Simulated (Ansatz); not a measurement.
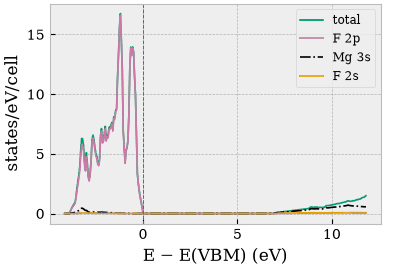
Fig. 1. Total and projected density of states of MgF2 (rutile, P4_2/mnm), plane-wave PAW PBE (Ansatz code)

Which orbitals carry the states next to the gap?

Top 1 eV of the valence band: F 2p 99 %. Bottom 1 eV of the conduction band: Mg 3s 75 %, F 2s 20 %. Projections are on Löwdin-orthogonalised atomic valence shells; empty p or d shells of many metals are not among them.

Where is the tallest occupied peak in this window, and what makes it?

Near -1.2 eV, about 17 states/eV per cell; the largest projected share is F 2p.

The cell was relaxed with PBE under the symmetry of its start.

Potentials: the later of the program's two PAW sets.
